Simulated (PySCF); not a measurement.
# Two runs on BSiNH₆O

System: BSiNH₆O.
Method of run 1: TDDFT LDA/def2-SVPD, vertical, gas phase, core orbitals frozen in the response (PySCF 2.14.0).

The geometry comes from this level: PBE0-D3(BJ)/def2-SVP. Text and figures count atoms from 1; the logs count them from 0 in places.

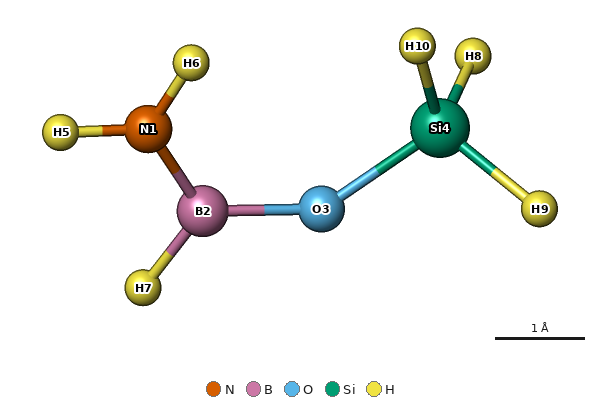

The input geometry (ball-and-stick view, seen at a tilt; atoms are numbered from 1 in the order of the input). Bond lengths as drawn: B–H 1.21 Å, B–N 1.40 Å, B–O 1.37 Å, H–N 1.01 Å, H–Si 1.49 to 1.50 Å and O–Si 1.66 Å.

### The input, run 1
```
{"job": {"kind": "uv", "xc": "LDA", "basis": "def2-SVPD", "ip": true}, "charge": 0, "multiplicity": 1}
N     -1.716258    -0.082111    -0.031895
B     -0.719461    -1.060116     0.087044
O      0.595184    -0.756711     0.332124
Si     1.562271     0.575909     0.525898
H     -2.679811    -0.327954    -0.207819
H     -1.554600     0.912716     0.058388
H     -1.022632    -2.227234    -0.029285
H      2.394124     0.772146    -0.696283
H      2.445802     0.358463     1.705009
H      0.744654     1.811591     0.753249
```

The first line tells a small driver script what to run in PySCF; the rest is the geometry in Å.

Command:
```bash
OMP_NUM_THREADS=1 python <driver script> task.json out
```

Hardware: 1 CPU thread, shared host.

### Output (run 1)
```
coarse grid: 8584 points
cycle   1  E = -445.1817928197  dE =  2.253e-01  |g| = 8.154e-01  |ddm| = 4.303e+00
cycle   2  E = -444.4624889145  dE =  7.193e-01  |g| = 2.009e+00  |ddm| = 2.915e+00
cycle   3  E = -445.3066990170  dE = -8.442e-01  |g| = 2.350e-01  |ddm| = 2.272e+00
cycle   4  E = -445.3142459859  dE = -7.547e-03  |g| = 1.497e-01  |ddm| = 3.508e-01
cycle   5  E = -445.3189234106  dE = -4.677e-03  |g| = 2.382e-02  |ddm| = 1.340e-01
cycle   6  E = -445.3190727629  dE = -1.494e-04  |g| = 6.517e-03  |ddm| = 3.904e-02
cycle   7  E = -445.3190855341  dE = -1.277e-05  |g| = 1.137e-03  |ddm| = 1.060e-02
cycle   8  E = -445.3190858399  dE = -3.059e-07  |g| = 2.183e-04  |ddm| = 2.125e-03
final grid: 77568 points
cycle   9  E = -445.3879603340  dE = -2.579e-05  |g| = 4.504e-03  |ddm| = 7.898e-02
cycle  10  E = -445.3879487603  dE =  1.157e-05  |g| = 8.685e-03  |ddm| = 1.143e-02
cycle  11  E = -445.3879644853  dE = -1.572e-05  |g| = 3.535e-04  |ddm| = 7.448e-03
cycle  12  E = -445.3879645202  dE = -3.496e-08  |g| = 1.003e-04  |ddm| = 7.035e-04
cycle  13  E = -445.3879645228  dE = -2.583e-09  |g| = 4.432e-05  |ddm| = 2.247e-04
cycle  14  E = -445.3879645232  dE = -3.482e-10  |g| = 1.397e-05  |ddm| = 5.226e-05
converged SCF energy = -445.3879645232

Static polarisability (au): isotropic 58.443, principal 49.430 57.088 68.812

Singlet excitations
state   eV       nm        f      main configurations
  1   6.0103    206.3   0.00688   H->L 1.00
  2   6.4886    191.1   0.01770   H-1->L 0.99
  3   6.6683    185.9   0.02764   H->L+2 0.89, H->L+1 0.11
  4   7.0500    175.9   0.06380   H->L+1 0.55, H->L+3 0.15
  5   7.0724    175.3   0.04384   H-1->L+2 0.70, H-1->L+1 0.22
  6   7.1223    174.1   0.01324   H-1->L+1 0.74, H-1->L+2 0.22
  7   7.2959    169.9   0.00043   H-2->L 0.70, H->L+3 0.13, H->L+4 0.10
  8   7.3439    168.8   0.00123   H->L+4 0.44, H->L+3 0.30, H-2->L 0.25
  9   7.3677    168.3   0.01354   H->L+5 0.65, H->L+4 0.21, H->L+3 0.10
 10   7.6480    162.1   0.02163   H-1->L+3 0.20, H->L+3 0.18, H->L+5 0.15

Triplet excitations (Tamm-Dancoff, eV): 5.9020 6.2558 6.2772 6.5549
Vertical ionisation energy (delta-SCF) = 10.0053 eV
```

For run 2 the input was changed thus:
```diff
-"xc": "LDA"
+"xc": "wB97X-D"
```

How does run 2 compare with run 1?

The total energies belong to different methods, so their difference says nothing on which is more stable or more accurate. The HOMO goes from −6.84 to −10.00 eV. The LUMO goes from −0.86 to 1.71 eV. The dipole moment goes from 2.01 to 1.96 D. The lowest excitation goes from 6.01 to 7.29 eV. The strongest computed line goes from 7.05 to 8.22 eV. The functional changes from LDA to wB97X-D. Exact exchange removes part of the self-interaction error of semilocal functionals, which pushes filled and empty levels apart. The SCF takes 12 iterations against 14.

### Output (run 2)
```
coarse grid: 8584 points
cycle   1  E = -447.6364836117  dE =  2.286e-01  |g| = 7.007e-01  |ddm| = 3.778e+00
cycle   2  E = -447.6041706157  dE =  3.231e-02  |g| = 8.508e-01  |ddm| = 1.694e+00
cycle   3  E = -447.7369246730  dE = -1.328e-01  |g| = 6.726e-02  |ddm| = 8.489e-01
cycle   4  E = -447.7376804242  dE = -7.558e-04  |g| = 3.741e-02  |ddm| = 1.331e-01
cycle   5  E = -447.7379946883  dE = -3.143e-04  |g| = 5.829e-03  |ddm| = 5.511e-02
cycle   6  E = -447.7380038460  dE = -9.158e-06  |g| = 9.853e-04  |ddm| = 1.515e-02
final grid: 77568 points
cycle   7  E = -447.7983826167  dE = -3.822e-05  |g| = 6.063e-03  |ddm| = 9.282e-02
cycle   8  E = -447.7983834324  dE = -8.157e-07  |g| = 5.997e-03  |ddm| = 1.830e-02
cycle   9  E = -447.7983906069  dE = -7.175e-06  |g| = 2.866e-04  |ddm| = 4.839e-03
cycle  10  E = -447.7983906419  dE = -3.504e-08  |g| = 1.252e-04  |ddm| = 1.614e-03
cycle  11  E = -447.7983906473  dE = -5.308e-09  |g| = 4.549e-05  |ddm| = 3.911e-04
cycle  12  E = -447.7983906478  dE = -5.372e-10  |g| = 2.040e-05  |ddm| = 8.968e-05
converged SCF energy = -447.7983906478

Static polarisability (au): isotropic 53.944, principal 46.480 53.159 62.192

Singlet excitations
state   eV       nm        f      main configurations
  1   7.2921    170.0   0.03959   H->L 0.88
  2   7.8416    158.1   0.01384   H-1->L 0.63, H-1->L+1 0.18
  3   7.9021    156.9   0.00856   H->L+1 0.38, H-2->L 0.23, H->L+2 0.17
  4   8.2217    150.8   0.14270   H->L+3 0.82
  5   8.2698    149.9   0.03169   H-1->L+3 0.72, H-1->L+4 0.10
  6   8.6034    144.1   0.01492   H->L+2 0.45, H->L+1 0.15
  7   8.6312    143.6   0.03389   H-1->L+1 0.51, H-1->L 0.23, H-3->L+1 0.08
  8   8.7625    141.5   0.00072   H-2->L 0.23, H-2->L+1 0.16, H->L+5 0.14
  9   8.8400    140.3   0.04806   H->L+4 0.30, H->L+1 0.16, H-2->L 0.15
 10   8.9147    139.1   0.00658   H->L+5 0.29, H->L+4 0.13, H-1->L+4 0.11

Triplet excitations (Tamm-Dancoff, eV): 6.9844 7.1167 7.5274 7.6303
Vertical ionisation energy (delta-SCF) = 10.4235 eV
```

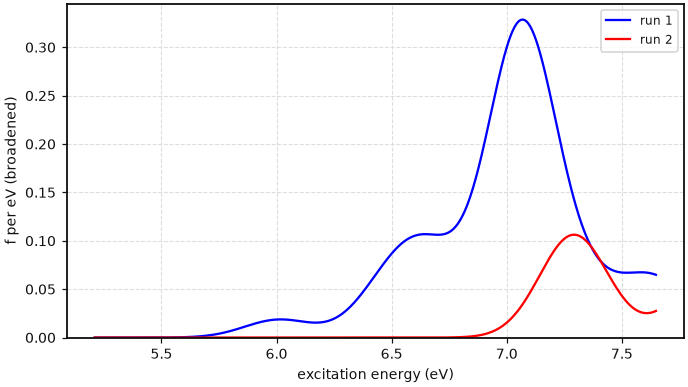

Absorption of the two runs from their computed states, each broadened by a Gaussian of 0.35 eV full width; the range ends where the shorter list of states ends.

### The two runs side by side

| quantity | run 1 | run 2 |
| --- | --- | --- |
| outcome | converged | converged |
| total energy (hartree) | −445.387965 | −447.798391 |
| HOMO (eV) | −6.84 | −10.00 |
| LUMO (eV) | −0.86 | 1.71 |
| dipole moment (D) | 2.01 | 1.96 |
| lowest excitation (eV) | 6.01 | 7.29 |
| SCF iterations | 14 | 12 |
| strongest computed line (eV) | 7.05 | 8.22 |
| basis functions | 135 | 135 |
| wall time (shared host) | 44 s | 55 s |
